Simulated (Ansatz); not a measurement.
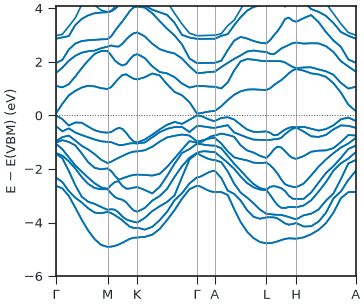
Fig. 1. Band structure from r²SCAN with spin–orbit coupling (plane waves, PAW; program Ansatz)

Read off the gap and where the band edges lie.

About 0.1 eV (0.07 eV by a search for the band edges); maximum at Γ, minimum at Γ.

The material is Bi₂Te₃ (La2O3 or Ni2Al3 type, space group No. 164).

Space group P-3m1 (La2O3 or Ni2Al3 type). A made-up cell: these elements were put on the sites of a structure type; neither database checked (COD, Materials Project) lists it. It is not the phase usual at ambient conditions (space group No. 166). The cell was relaxed with r²SCAN under the symmetry of its start; whether a distortion lowers the energy is not shown.

Potentials: the earlier of the program's two PAW sets.
